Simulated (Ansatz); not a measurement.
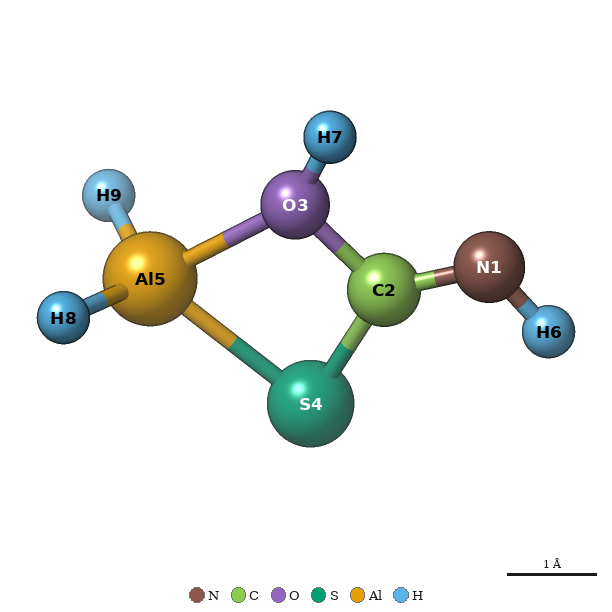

Orthographic view. Distant atoms are faded towards the background colour. The computed structure is the end point of a PBE-D4/def2-SVP optimisation. No frequency run is at hand to confirm it as a minimum.

Write a Z-matrix (Å, degrees) in the order of the atom numbers, with these reference atoms: 2 to 1; 3 to 2, 1; 4 to 2, 1, 3; 5 to 3, 2, 1; 6 to 1, 2, 3; 7 to 3, 2, 1; 8 to 5, 3, 7; 9 to 5, 8, 3.

```
N  
C    1   1.265
O    2   1.428   1   116.5
S    2   1.761   1   137.0   3   179.9
Al   3   2.006   2   100.9   1   179.0
H    1   1.028   2   112.4   3  -179.9
H    3   0.982   2   111.2   1     1.1
H    5   1.595   3   107.8   7   -70.2
H    5   1.595   8   123.0   3  -125.9
```
